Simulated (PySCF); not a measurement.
```tsv
atom	x (Å)	y (Å)	z (Å)
O	2.9790	1.1064	-0.1790
C	2.3294	0.1181	-0.0922
F	2.9588	-1.0811	-0.0370
C	0.8662	0.0163	-0.0336
C	0.1416	1.2124	-0.0832
C	-1.2364	1.2091	-0.0332
C	-1.9230	0.0067	0.0672
C	-1.2305	-1.1894	0.1174
C	0.1532	-1.1811	0.0672
F	0.7880	-2.3566	0.1178
H	0.6971	2.1345	-0.1619
H	-1.7795	2.1400	-0.0723
H	-3.0016	-0.0004	0.1057
H	-1.7428	-2.1353	0.1950
```

Geometry: GFN2-xTB.

Computed with PBE0/pcSseg-1, SCF density, gas phase, non-relativistic (PySCF).

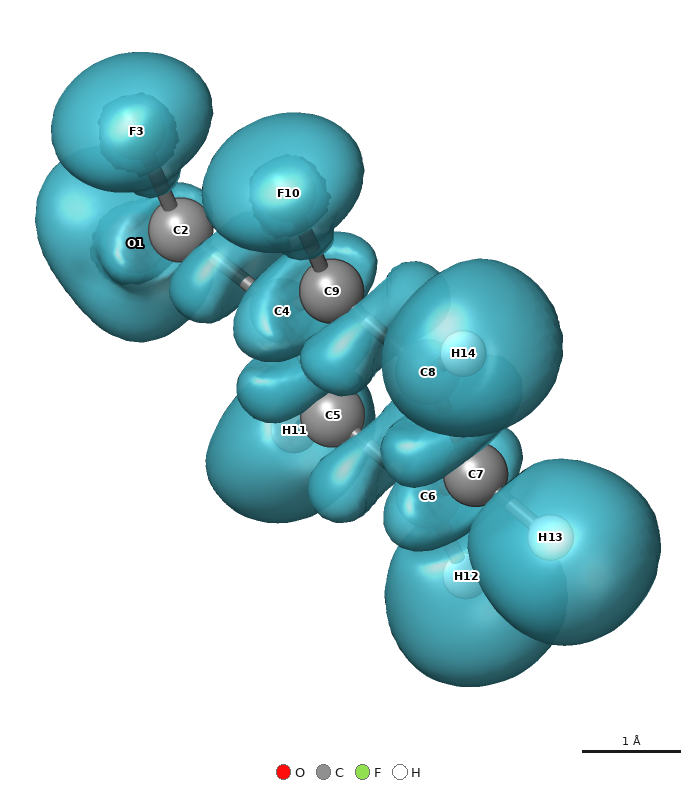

C7H4F2O. Isosurface of the electron localisation function at 0.75 (cyan), seen at an oblique angle. Core shells and regions of very low density are left out.

Q: Where are the electrons localised?

A: The ELF exceeds this value in seven regions between bonded C–C atoms (shared pairs), four regions around hydrogen nuclei, two regions on F in which the atom's valence shell and bonds are merged and one region on O in which the atom's valence shell and bonds are merged. Profiles from the grid: C–O (1.19 Å): the ELF peaks at about 0.85 between the atoms: a multiple bond. C–F (1.34 Å): the ELF peaks at about 0.85 between the atoms (a polar covalent bond).
